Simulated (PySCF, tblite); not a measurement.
**C₄H₈BF: geometry, infrared bands and NMR shifts**

What infrared bands and NMR shifts should C₄H₈BF (`BCC/C=C\F`) show?

Computed with tblite 0.8.0 and PySCF 2.14.0, with density-fitted response routines of our own, on a single molecule in the gas phase. Atoms count from 0, in the outputs and in this text.

## 1. The molecule as given

14 atoms, charge 0, multiplicity 1; geometry from: force field or distance geometry start.

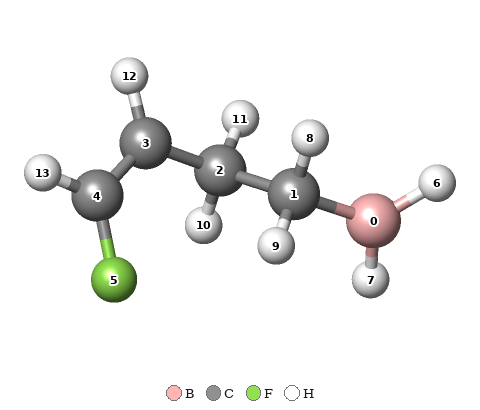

As it starts; boron pink, carbon grey, fluorine green, hydrogen white, atoms numbered.

## 2. Relaxing the molecule with GFN2-xTB

What the job is given:

```
{"job": {"kind": "relax", "xc": "GFN2-xTB", "basis": "xTB"}, "charge": 0, "multiplicity": 1}
B     -2.357500     0.235300     0.108700
C     -0.819200     0.517100     0.330100
C      0.028200    -0.729700    -0.001600
C      1.481600    -0.474200     0.239300
C      2.230500     0.278600    -0.550100
F      1.695800     0.879800    -1.658800
H     -3.123300     0.325600     1.008100
H     -2.758600    -0.038400    -0.962200
H     -0.651300     0.785200     1.405900
H     -0.518800     1.368600    -0.294700
H     -0.135300    -1.018300    -1.070200
H     -0.311200    -1.580200     0.634400
H      1.947900    -0.965600     1.108100
H      3.290500     0.415700    -0.344000
```

Run with:

```bash
$ OMP_NUM_THREADS=1 python probes_run.py task.json out
```

One launch serves the whole session: the jobs run in the order shown.

The program printed:

```text
step      E/eV     max force
  0    -504.89453    1.072
  1    -504.95937    0.645
  2    -504.99772    0.413
  3    -505.01096    0.323
  4    -505.01660    0.293
  5    -505.02012    0.182
  6    -505.02451    0.167
  7    -505.02624    0.115
  8    -505.02724    0.078
  9    -505.02820    0.085
 10    -505.02923    0.106
 11    -505.03016    0.095
 12    -505.03088    0.071
 13    -505.03158    0.075
 14    -505.03247    0.103
 15    -505.03354    0.113
 16    -505.03456    0.088
 17    -505.03544    0.076
 18    -505.03641    0.081
 19    -505.03781    0.127
 20    -505.03983    0.160
 21    -505.04234    0.144
 22    -505.04532    0.156
 23    -505.04918    0.161
 24    -505.05451    0.253
 25    -505.06153    0.301
 26    -505.06858    0.233
 27    -505.07380    0.153
 28    -505.07329    0.381
 29    -505.08026    0.240
 30    -505.08411    0.164
 31    -505.09424    0.130
 32    -505.10019    0.173
 33    -505.10422    0.132
 34    -505.10607    0.087
 35    -505.10683    0.156
 36    -505.10853    0.093
 37    -505.10972    0.085
 38    -505.11092    0.070
 39    -505.11156    0.073
 40    -505.11243    0.071
 41    -505.11308    0.065
 42    -505.11363    0.070
 43    -505.11411    0.057
 44    -505.11470    0.068
 45    -505.11526    0.073
 46    -505.11571    0.063
 47    -505.11614    0.073
 48    -505.11665    0.068
 49    -505.11720    0.067
 50    -505.11764    0.048
 51    -505.11790    0.037
 52    -505.11810    0.035
 53    -505.11835    0.043
 54    -505.11867    0.051
 55    -505.11900    0.055
 56    -505.11931    0.052
 57    -505.11967    0.059
 58    -505.12018    0.079
 59    -505.12072    0.061
 60    -505.12122    0.052
 61    -505.12161    0.059
 62    -505.12199    0.062
 63    -505.12237    0.051
 64    -505.12273    0.050
 65    -505.12295    0.035
 66    -505.12311    0.036
 67    -505.12331    0.036
 68    -505.12355    0.033
 69    -505.12375    0.028
 70    -505.12387    0.025
 71    -505.12398    0.031
 72    -505.12414    0.036
 73    -505.12435    0.033
 74    -505.12454    0.032
 75    -505.12469    0.036
 76    -505.12484    0.036
 77    -505.12509    0.038
 78    -505.12554    0.055
 79    -505.12618    0.063
 80    -505.12679    0.062
 81    -505.12722    0.054
 82    -505.12751    0.045
 83    -505.12777    0.059
 84    -505.12802    0.032
 85    -505.12828    0.029
 86    -505.12845    0.037
 87    -505.12860    0.037
 88    -505.12872    0.023
 89    -505.12878    0.014
 90    -505.12883    0.014
 91    -505.12887    0.015
 92    -505.12891    0.014
 93    -505.12894    0.015
 94    -505.12897    0.014
 95    -505.12900    0.014
 96    -505.12903    0.014
 97    -505.12905    0.010
```

It took 0.5 s on 1 thread of Arm Neoverse V1, shared host.

Along the way: (not every step is listed)

```
step  energy from step 0 (eV)  largest force (eV/Å)
   0                   0.0000                1.0720
   1                  -0.0648                0.6455
   2                  -0.1032                0.4132
   3                  -0.1164                0.3232
   4                  -0.1221                0.2935
   5                  -0.1256                0.1821
   6                  -0.1300                0.1669
   7                  -0.1317                0.1150
   8                  -0.1327                0.0778
  16                  -0.1400                0.0885
  24                  -0.1600                0.2534
  32                  -0.2057                0.1727
  40                  -0.2179                0.0705
  48                  -0.2221                0.0677
  56                  -0.2248                0.0519
  64                  -0.2282                0.0495
  72                  -0.2296                0.0362
  80                  -0.2323                0.0619
  88                  -0.2342                0.0232
  92                  -0.2344                0.0144
  93                  -0.2344                0.0149
  94                  -0.2344                0.0143
  95                  -0.2345                0.0142
  96                  -0.2345                0.0139
  97                  -0.2345                0.0098
```

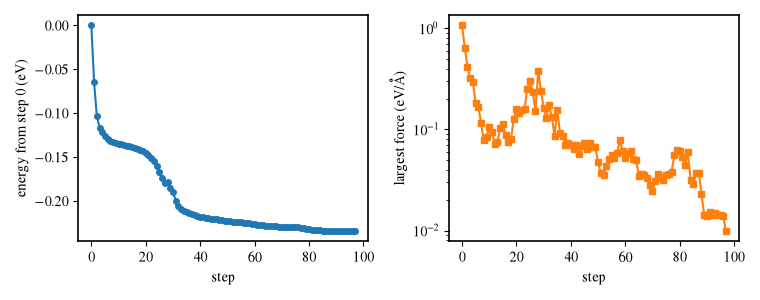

Energy and force, step by step.

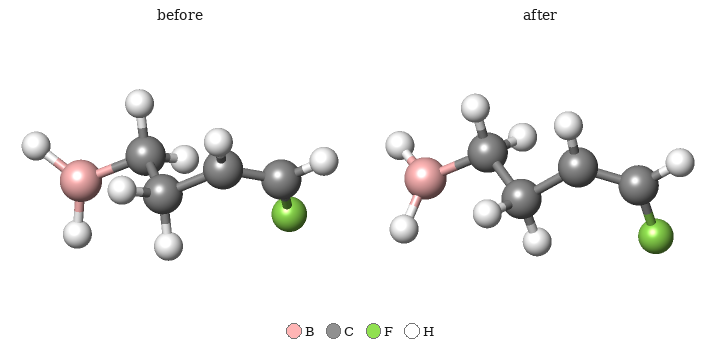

Before and after, at one scale.

Close pairs (by a distance rule), those that changed most:

```
  bond  before (Å)  after (Å)  change (Å)
C2–H10       1.119      1.090      -0.029
 C1–H8       1.121      1.096      -0.025
C2–H11       1.115      1.093      -0.022
 C4–F5       1.370      1.348      -0.022
C3–H12       1.102      1.080      -0.022
 B0–H6       1.185      1.169      -0.015
 B0–C1       1.579      1.568      -0.012
C4–H13       1.089      1.080      -0.008
```

The end geometry stands in the next job.

## 3. Vibrational analysis with GFN2-xTB

What the job is given:

```
{"job": {"kind": "ir", "xc": "GFN2-xTB", "basis": "xTB"}, "charge": 0, "multiplicity": 1}
B     -2.464550     0.174614     0.228926
C     -0.936895     0.394353     0.502984
C      0.034240    -0.564142    -0.202681
C      1.449108    -0.289356     0.194461
C      2.401426     0.126967    -0.618748
F      2.190419     0.327012    -1.935109
H     -3.231947     0.917329     0.705262
H     -2.845566    -0.716476    -0.424620
H     -0.768822     0.337310     1.584659
H     -0.664729     1.422322     0.240890
H     -0.071679    -0.461231    -1.282865
H     -0.216462    -1.592643     0.068447
H      1.700963    -0.419829     1.236586
H      3.423817     0.343298    -0.345247
```

The program printed:

```text
mode    cm-1     km/mol
  1      47.3      0.76
  2      74.6      0.39
  3     143.1      4.01
  4     185.3      2.17
  5     242.9      3.05
  6     342.0      5.33
  7     486.4      4.40
  8     567.5      1.66
  9     628.8      2.80
 10     767.8     12.04
 11     800.1      2.99
 12     831.4    153.02
 13     873.5      0.56
 14     927.8     57.34
 15     968.0     24.33
 16     990.9     47.07
 17    1055.2     88.75
 18    1086.9      1.26
 19    1139.3      9.63
 20    1193.8     55.91
 21    1220.8     21.72
 22    1241.4     10.70
 23    1261.3      3.76
 24    1301.4     49.90
 25    1343.7     11.95
 26    1445.4     20.88
 27    1475.2      1.46
 28    1726.9     45.63
 29    2641.8    103.46
 30    2676.5    134.57
 31    2922.3     24.48
 32    2952.7     17.96
 33    2966.5     50.44
 34    3009.5     20.83
 35    3073.5      7.27
 36    3088.6     51.05
```

Run time: 0.28 s. Hardware: 1 thread of Arm Neoverse V1, shared host.

The strongest bands and the atoms that carry them (share of the mass-weighted mode):

```
cm⁻¹  km/mol                                 atoms
 831   153.0             H6 21 %, H7 21 %, B0 18 %
 928    57.3   C2 15 %, H8 13 %, H11 13 %, B0 12 %
1055    88.8  H12 20 %, H11 16 %, C2 16 %, H8 13 %
1194    55.9             H6 40 %, H7 31 %, B0 17 %
2642   103.5                      H6 52 %, H7 43 %
2676   134.6             H7 49 %, H6 40 %, B0 11 %
2966    50.4                              H11 85 %
3089    51.0                    H12 64 %, H13 28 %
```

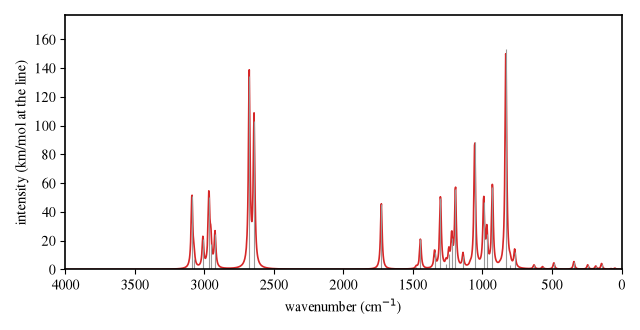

The infrared spectrum from these modes, unscaled. Lines are broadened to a width of 14 cm⁻¹ (Lorentzian).

## 4. NMR shieldings: PBE0/pcSseg-1

The job, as its differences from that of step 3:

```diff
@@ -1,2 +1,2 @@
-{"job": {"kind": "ir", "xc": "GFN2-xTB", "basis": "xTB"}, "charge": 0, "multiplicity": 1}
+{"job": {"kind": "nmr", "xc": "PBE0", "basis": "pcSseg-1"}, "charge": 0, "multiplicity": 1}
 B     -2.464550     0.174614     0.228926
```

Method: GIAO PBE0/pcSseg-1 NMR shielding, non-relativistic, gas phase.

The program printed:

```text
coarse grid: 11480 points
cycle   1  E = -281.4244511854  dE =  5.184e-01  |g| = 4.962e-01  |ddm| = 3.137e+00
cycle   2  E = -281.3962878019  dE =  2.816e-02  |g| = 6.403e-01  |ddm| = 8.241e-01
cycle   3  E = -281.4754694364  dE = -7.918e-02  |g| = 7.670e-02  |ddm| = 4.882e-01
cycle   4  E = -281.4766905905  dE = -1.221e-03  |g| = 3.282e-02  |ddm| = 8.648e-02
cycle   5  E = -281.4769238577  dE = -2.333e-04  |g| = 1.061e-02  |ddm| = 3.125e-02
cycle   6  E = -281.4769452408  dE = -2.138e-05  |g| = 3.301e-03  |ddm| = 1.056e-02
cycle   7  E = -281.4769475567  dE = -2.316e-06  |g| = 5.656e-04  |ddm| = 2.837e-03
final grid: 110624 points
cycle   8  E = -281.5188112091  dE = -4.002e-05  |g| = 7.763e-03  |ddm| = 2.475e-02
cycle   9  E = -281.5188047039  dE =  6.505e-06  |g| = 9.829e-03  |ddm| = 1.416e-02
cycle  10  E = -281.5188260302  dE = -2.133e-05  |g| = 1.413e-03  |ddm| = 8.048e-03
cycle  11  E = -281.5188264111  dE = -3.809e-07  |g| = 2.861e-04  |ddm| = 1.351e-03
cycle  12  E = -281.5188264279  dE = -1.679e-08  |g| = 1.064e-04  |ddm| = 2.737e-04
cycle  13  E = -281.5188264304  dE = -2.487e-09  |g| = 2.701e-05  |ddm| = 8.594e-05
cycle  14  E = -281.5188264305  dE = -1.551e-10  |g| = 7.257e-06  |ddm| = 2.430e-05
converged SCF energy = -281.5188264305

GIAO shielding tensors (ppm)
atom      isotropic    diamagn.    paramagn.     s11        s22        s33       span
  0 B        7.247     190.767    -183.520    -73.188    -31.979    126.909    200.096
  1 C      148.554     250.899    -102.345    115.563    162.422    167.675     52.113
  2 C      160.689     246.889     -86.199    135.894    170.413    175.761     39.866
  3 C       65.193     258.275    -193.082    -47.543     93.961    149.161    196.704
  4 C       29.957     245.234    -215.276    -61.622     72.210     79.285    140.907
  5 F      301.864     475.212    -173.348    201.715    285.131    418.744    217.029
  6 H       23.585      28.887      -5.302     15.791     27.082     27.883     12.092
  7 H       23.570      29.215      -5.645     14.557     27.775     28.377     13.820
  8 H       30.139      31.052      -0.914     25.443     29.652     35.321      9.879
  9 H       29.948      31.185      -1.237     25.042     29.873     34.929      9.887
 10 H       28.598      32.030      -3.432     24.249     28.788     32.758      8.508
 11 H       29.566      31.205      -1.639     25.300     27.540     35.860     10.560
 12 H       26.679      31.813      -5.134     25.045     25.901     29.092      4.047
 13 H       24.871      27.832      -2.962     22.106     25.319     27.187      5.081
```

Wall time 24 s (1 thread of Arm Neoverse V1, shared host); peak memory 0.69 GiB.

Shifts follow as δ = σ(reference) − σ, with reference shieldings (ppm) from runs at the same level and on the same kind of geometry: 1H TMS 31.72, 13C TMS 186.9, 19F CFCl3 170.9, 11B BF3·OEt2 100.1. The references are single molecules in the gas phase, so shifts against H2O, NH3, PH3, H3PO4 or CFCl3 are not on the usual liquid scales and can be off by tens of ppm. Atoms listed in one row are averaged.

```
   atoms                         environment  σ (ppm)  δ (ppm)  δ scaled to CDCl3
      C4                           alkene CH     30.0    157.0              151.3
      C3                           alkene CH     65.2    121.7              116.9
      C1                 sp3 CH2 bonded to B    148.6     38.4               35.5
      C2                     allylic sp3 CH2    160.7     26.2               23.7
  H6, H7     hydrogen on a boron bonded to C    23.58     8.14                  –
     H13            hydrogen on an alkene CH    24.87     6.85               6.56
     H12            hydrogen on an alkene CH    26.68     5.04               4.85
H10, H11      hydrogen on an allylic sp3 CH2    29.08     2.63               2.59
  H8, H9  hydrogen on an sp3 CH2 bonded to B    30.04     1.67               1.68
      B0              boron bonded to C, 2 H      7.2     92.8                  –
      F5                    vinylic fluorine    301.9   -130.9                  –
```

The scaled column applies a straight-line fit of computed shieldings to shifts measured in CDCl3, and one for carbons that bear F (root-mean-square error 0.16 ppm for H, 1.9 ppm for C).

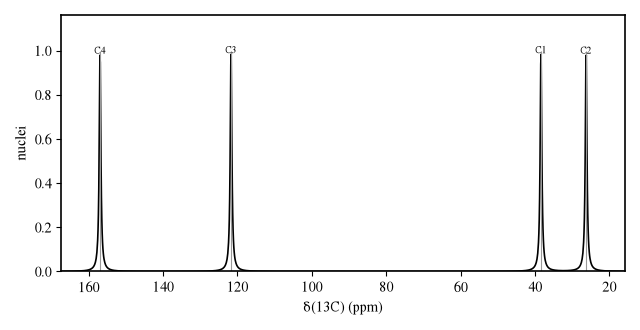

13C lines at the computed shifts, without couplings. Lines are broadened to a width of 0.52 ppm (Lorentzian).

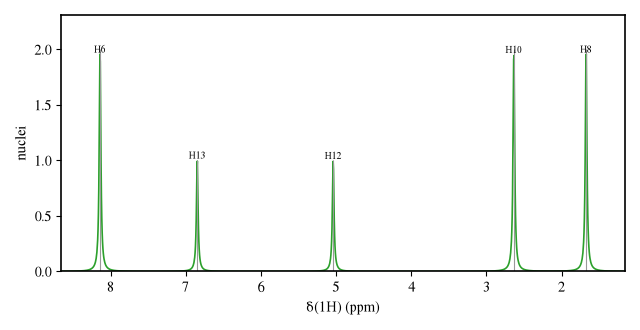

1H lines at the computed shifts, without couplings. Lines are broadened to a width of 0.03 ppm (Lorentzian).

Charges from the same density, by scheme (e):

```
atoms  Mulliken    IAO  Hirshfeld  ESP fit
   B0      0.21   0.08       0.17     0.44
   C1     -0.47  -0.40      -0.14    -0.26
   C2     -0.17  -0.25      -0.07     0.56
   C3     -0.29  -0.20      -0.07    -0.52
   C4      0.26   0.12       0.03     0.02
   F5     -0.29  -0.28      -0.09    -0.14
```

IAO charges:

B0 0.08; C1 -0.40; C2 -0.25; C3 -0.20; C4 0.12; F5 -0.28; H6 0.01; H7 0.01; H8 0.16; H9 0.16; H10 0.15; H11 0.14; H12 0.16; H13 0.15

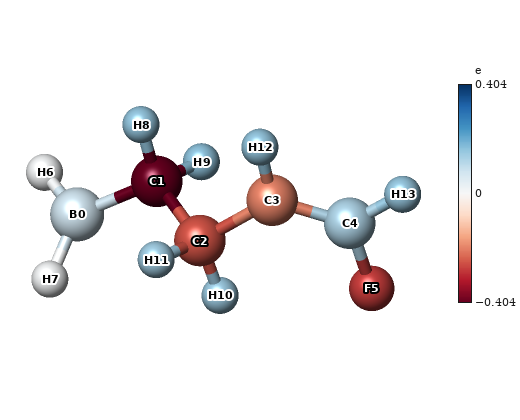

IAO charges, as colours on the atoms.

Mayer bond orders: B0–C1 1.01, C1–C2 1.02, C2–C3 1.03, C3–C4 1.88, C4–F5 0.95.

The fields below are evaluated on a grid from the run's orbitals.

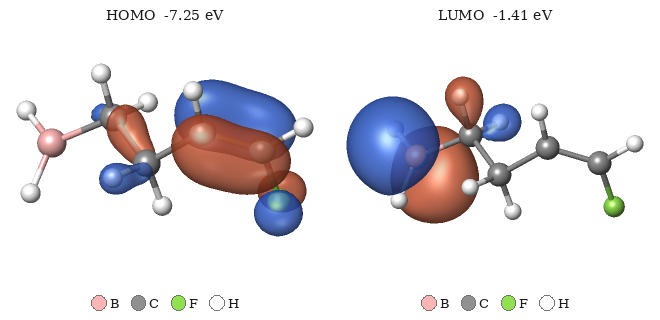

PBE0/pcSseg-1 orbitals near the gap, drawn at the value that encloses 70 % of each; the two colours are the two signs.

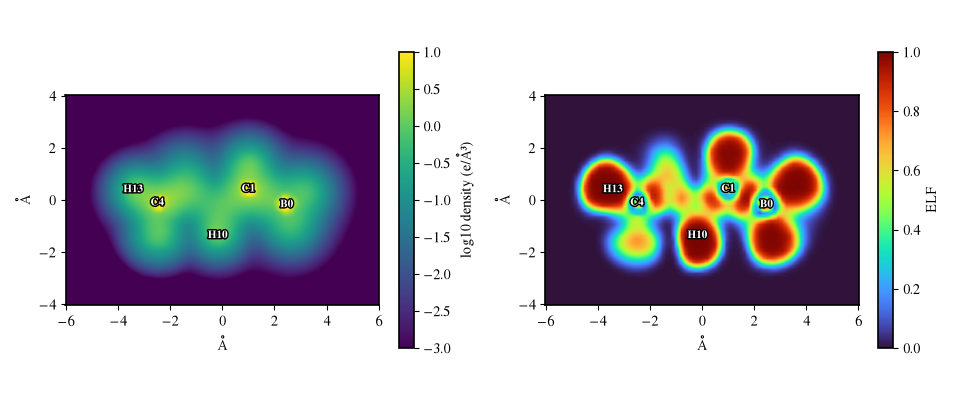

Density (left) and ELF (right) in a plane through or near 5 of the atoms.

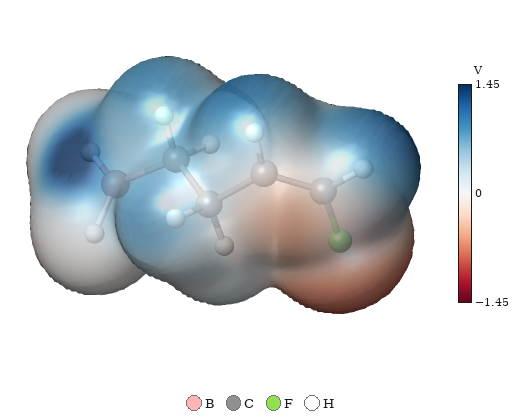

Electrostatic potential on the surface of density 0.002 e/bohr³; red is low, blue high. It runs from -0.84 V near F5 to 1.45 V near B0.

## 5. Outcome

```
                                                              quantity                             value
                             strongest single infrared mode (GFN2-xTB)              831 cm⁻¹, 153 km/mol
                                          zero-point energy (GFN2-xTB)                     68.2 kcal/mol
                                13C shifts against TMS (PBE0/pcSseg-1)      157.0, 121.7, 38.4, 26.2 ppm
1H shifts against TMS (PBE0/pcSseg-1, means over atoms taken as alike)  8.14, 6.85, 5.04, 2.63, 1.67 ppm
                           11B shifts against BF3·OEt2 (PBE0/pcSseg-1)                          92.8 ppm
                              19F shifts against CFCl3 (PBE0/pcSseg-1)                        -130.9 ppm
                                 surface potential, least and greatest                -0.84 V and 1.45 V
```

In words: Relaxing lowered the energy by 0.235 eV in 97 steps; the close pair that moved most is C2–H10, from 1.119 to 1.090 Å. No mode is imaginary among the 36: a minimum at this level. The strongest single mode, at 831 cm⁻¹, has its largest shares on H6, H7 and B0 (the list is cut at 3 atoms). Unscaled tight-binding wavenumbers are off by several per cent, some by more. Its intensities can rank the bands wrongly. At PBE0/pcSseg-1: The widest tensor belongs to F5: span 217 ppm, with a paramagnetic part of -173 ppm. At PBE0/pcSseg-1, counted by nearest atom on the grid, the HOMO lies on C3, C4 about 32 % each; F5 13 %, the LUMO on B0 52 %; H6, H7 about 16 % each.
